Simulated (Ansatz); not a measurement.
# Bi2Te3, response to strain

The reference is Bi$_{2}$Te$_{3}$ in the Bi2Te3 type structure (space group R-3m, No. 166).

```
Bi2Te3
1.0
    2.19356     1.26645    10.09527
   -2.19356     1.26645    10.09527
    0.00000    -2.53291    10.09527
Bi Te
2 3
Direct
  0.40015   0.40015   0.40015
  0.59985   0.59985   0.59985
  0.00000   0.00000   0.00000
  0.20935   0.20935   0.20935
  0.79065   0.79065   0.79065
```

Cartesian axes are those of the cell as printed.

Strains are applied to the cell and any free atomic positions relax; under biaxial strain the out-of-plane vector relaxes too.

All numbers come from PBE-D3(BJ) (Ansatz, a quantum-chemistry and plane-wave program, PAW, scalar-relativistic without spin-orbit coupling).

Notes on the quantities. in-plane stress: mean in-plane stress (compression positive).

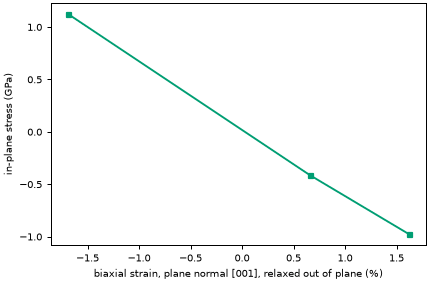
in-plane stress against biaxial strain, plane normal [001], relaxed out of plane

**Question.** From the plot, what is the in-plane stress for biaxial strain +0.66 %, plane normal [001], relaxed out of plane?

**Answer.** About -0.4 GPa.

**Question.** Is the trend monotonic over the range shown?

**Answer.** Yes, it falls throughout, spanning -1.0 GPa to +1.1 GPa.

Whether these cells are dynamically stable was not tested.
